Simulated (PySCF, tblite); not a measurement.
**C6H16OSSi: geometry, infrared bands and NMR shifts**

Wanted: the infrared bands and NMR shifts of C6H16OSSi (`CO[Si](C)(C)CCCS`), by calculation.

The runs use tblite 0.8.0 and PySCF 2.14.0, with density-fitted response routines of our own; the level of theory stands in each step. All values are computed, except where a source is named. Atoms are numbered from 0 throughout.

## (1) The molecule as given

25 atoms, charge 0, multiplicity 1; geometry from: force field or distance geometry start.

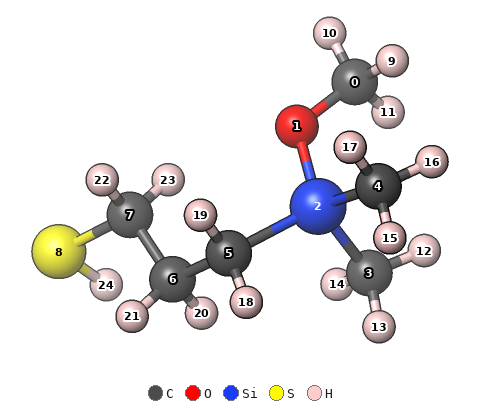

The starting geometry (carbon dark grey, oxygen red, silicon blue, sulfur yellow, hydrogen pink), atoms numbered.

## (2) Geometry optimisation with GFN2-xTB

Job settings and geometry (Å):

```
{"job": {"kind": "relax", "xc": "GFN2-xTB", "basis": "xTB"}, "charge": 0, "multiplicity": 1}
C     -1.756700     2.014900     0.965500
O     -0.680200     1.414300     0.279700
Si    -0.834000    -0.151800    -0.303100
C     -1.194400    -1.365900     1.064100
C     -2.231100    -0.247800    -1.564600
C      0.772100    -0.675600    -1.186400
C      2.044000    -0.755500    -0.324500
C      2.605500     0.615600     0.078300
S      4.186500     0.418100     0.951400
H     -2.637500     2.123500     0.311200
H     -1.457100     3.018000     1.276000
H     -2.042300     1.452500     1.867700
H     -2.164600    -1.161500     1.551200
H     -1.214500    -2.396100     0.680200
H     -0.423600    -1.310100     1.846500
H     -2.297700    -1.252200    -1.981600
H     -3.191500    -0.002000    -1.108400
H     -2.054900     0.453000    -2.389900
H      0.584300    -1.664100    -1.603800
H      0.949200     0.006800    -2.020900
H      1.847800    -1.356900     0.578700
H      2.800600    -1.291500    -0.906400
H      2.777100     1.235700    -0.800700
H      1.909500     1.138900     0.737000
H      3.692500    -0.235900     2.011800
```

Launch:

```console
> OMP_NUM_THREADS=1 python probes_run.py task.json out
```

One launch serves the whole session: the jobs run in the order shown.

**Question.** This job is followed by: GFN2-xTB harmonic vibrations, gas phase; GIAO PBE0/pcSseg-1 NMR shielding, non-relativistic, gas phase. What will the session give for the following? strongest single infrared mode (GFN2-xTB); zero-point energy (GFN2-xTB); ¹³C shifts against TMS (PBE0/pcSseg-1, means over atoms taken as alike); ¹H shifts against TMS (PBE0/pcSseg-1, means over atoms taken as alike); ¹⁷O shifts against H2O (PBE0/pcSseg-1); ²⁹Si shifts against TMS (PBE0/pcSseg-1); ³³S shifts against CS2 (PBE0/pcSseg-1); surface potential, least and greatest.

As calculated:

| quantity | value |
| --- | --- |
| strongest single infrared mode (GFN2-xTB) | 862 cm⁻¹, 194 km/mol |
| zero-point energy (GFN2-xTB) | 130.0 kcal/mol |
| ¹³C shifts against TMS (PBE0/pcSseg-1, means over atoms taken as alike) | 51.9, 36.5, 32.4, 20.3, -2.6 ppm |
| ¹H shifts against TMS (PBE0/pcSseg-1, means over atoms taken as alike) | 3.71, 2.67, 1.70, 1.23, 0.54, 0.04 ppm |
| ¹⁷O shifts against H2O (PBE0/pcSseg-1) | 24.6 ppm |
| ²⁹Si shifts against TMS (PBE0/pcSseg-1) | 15.6 ppm |
| ³³S shifts against CS2 (PBE0/pcSseg-1) | -79 ppm |
| surface potential, least and greatest | -1.25 V and 0.92 V |

The optimisation took 85 steps and gained 0.163 eV; among the close pairs (by a distance rule), Si2–C3 changed most, from 1.864 to 1.911 Å. All 69 modes are real, so the xTB geometry is a minimum. The strongest single mode, at 862 cm⁻¹, has its largest shares on Si2, H15 and H13 (the list is cut at 3 atoms). Unscaled tight-binding wavenumbers are off by several per cent, some by more. Its intensities can rank the bands wrongly. The most deshielded carbon is C0 (methyl carbon bonded to O), at 51.9 ppm: deshielded by the electronegative neighbour. H9, H10, H11 (mean) (hydrogen on a methyl carbon bonded to O) lies farthest downfield among hydrogen, at 3.71 ppm; its carbon carries O, hence the downfield position. At PBE0/pcSseg-1: Shielding is most anisotropic at S8 (span 373 ppm, paramagnetic term -471 ppm).
